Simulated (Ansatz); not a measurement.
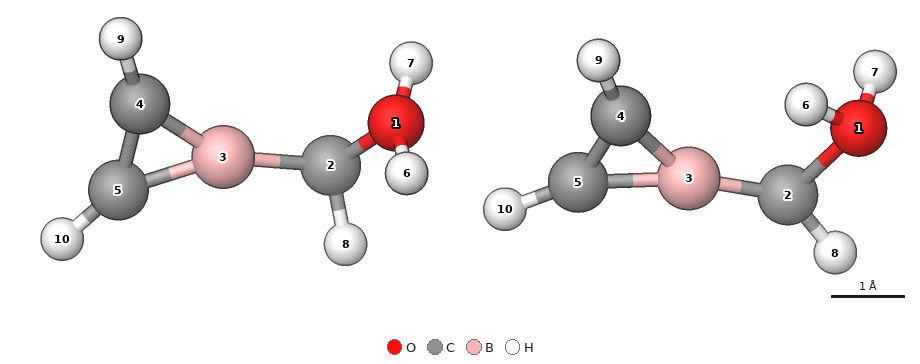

Two geometries of C$_{3}$H$_{5}$BO, drawn at one scale. One is the start of a relaxation, the other its converged end. Style: ball-and-stick. Shown at a tilt.

All numbers below come from RKS PBE/def2-SVP (Ansatz 0.2.0). Settings: no spin polarisation; force threshold 0.02 eV/Å; at most 50 steps.

Question: Which of the two is the end point?

Answer: The right one is the relaxed one. The run prepares an end point of a later path (hydrogen shift) calculation, from a guessed geometry. H6 moves most after the best rigid fit: 1.26 Å. Largest moves by element: H 1.26 Å, C 0.41 Å, B 0.33 Å, O 0.12 Å. Near-neighbour distances that change, for instance: O1–C2 1.363 → 1.626 Å, C2–B3 1.583 → 1.449 Å, O1–H6 1.053 → 0.996 Å, C4–H9 1.151 → 1.102 Å. Among the angles between lasting bonds that change: H6–O1–H7 154.2° → 104.6°, B3–C2–H8 107.8° → 141.2°, B3–C4–H9 143.7° → 159.2°. After 25 accepted moves (29 points after the start) the energy has fallen by 217.9 kJ/mol. The largest force component goes from 5.8 to 0.014 eV/Å. The line search rejected the trial steps at points 7, 13, 17, 20 of the run. The forces were under the threshold at step 11, but the run went on from there.
